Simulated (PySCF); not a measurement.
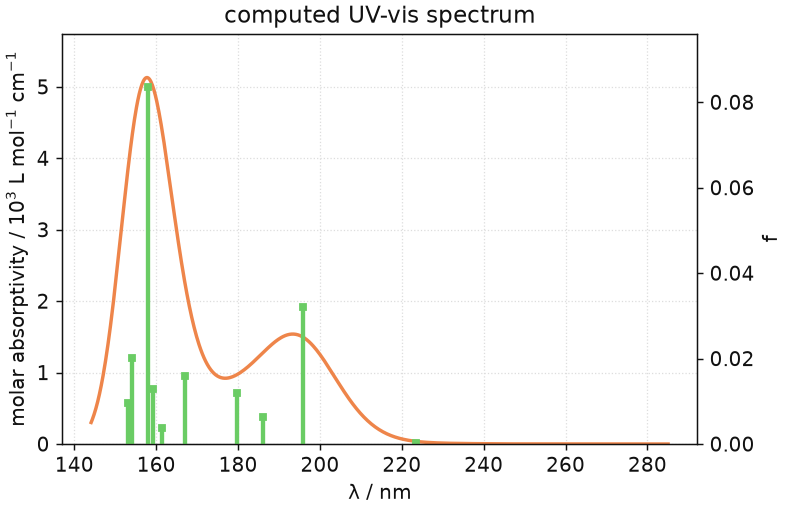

Computed absorption of C₄H₉BO₂S, SMILES CS[C@@H]1CCOBO1. Vertical TDDFT excitations, CAM-B3LYP/def2-SVPD, PySCF, at a PBE0-D3(BJ)/def2-SVP geometry (no frequency check), gas phase. The lowest 10 singlet states are shown; each is broadened by a Gaussian of 1/e half-width 0.40 eV. Sticks give oscillator strengths (right axis).

Q: Does any vertical transition fall in the visible?

A: No singlet lies below 3.1 eV (beyond 400 nm), so at this level no vertical transition falls in the visible.

Q: Where is the lowest singlet, and is it bright?

A: S1 lies at 5.55 eV (223 nm) with f = 0.000, mainly HOMO → LUMO+1 (75 %); it is dark or nearly so.

Q: Which of the computed transitions is the brightest, and what character does the calculation give it?

A: S8 at 7.85 eV (158 nm), f = 0.084, mainly HOMO−1 → LUMO+1 (50 %).

Note: states above the negative HOMO energy depend on the basis; one conformer of a flexible molecule; core orbitals are frozen in the response.
